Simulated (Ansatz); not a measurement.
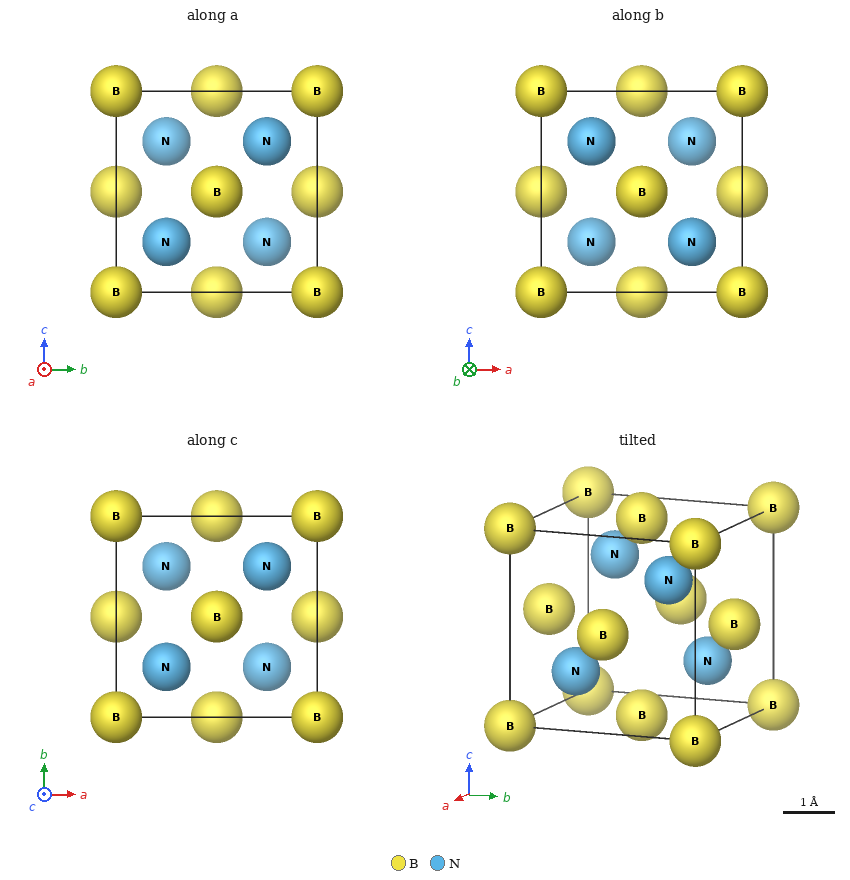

View along the a axis, along the b axis, along the c axis and slightly off an axis, drawn as a spheres-only model. The wireframe shows the conventional unit cell.

Lattice parameters: a = 3.973 Å, b = 3.973 Å, c = 3.973 Å, α = 90.00°, β = 90.00°, γ = 90.00°. Put a along x and b in the xy plane.

Reconstruct the structure as a POSCAR file.

Answer.
```
B N
1.0
     3.973    0.000    0.000
     0.000    3.973    0.000
     0.000    0.000    3.973
B N
4 4
Direct
  0.0000 0.0000 0.0000
  0.0000 0.5000 0.5000
  0.5000 0.0000 0.5000
  0.5000 0.5000 0.0000
  0.2500 0.2500 0.7500
  0.2500 0.7500 0.2500
  0.7500 0.2500 0.2500
  0.7500 0.7500 0.7500
```

Starting structure: a structure type filled with these elements by a generator (whether the compound takes this form wasn't checked). Earlier steps of the study, as a rule a relaxation of our own, may have changed the cell and positions, so they can lie some per cent off the listed ones. A calculation with Ansatz used it as input.

At this level of theory the run's own cell isn't at rest (stretched, at -61 GPa), so its distances can differ from those at equilibrium, the more so the softer the solid.
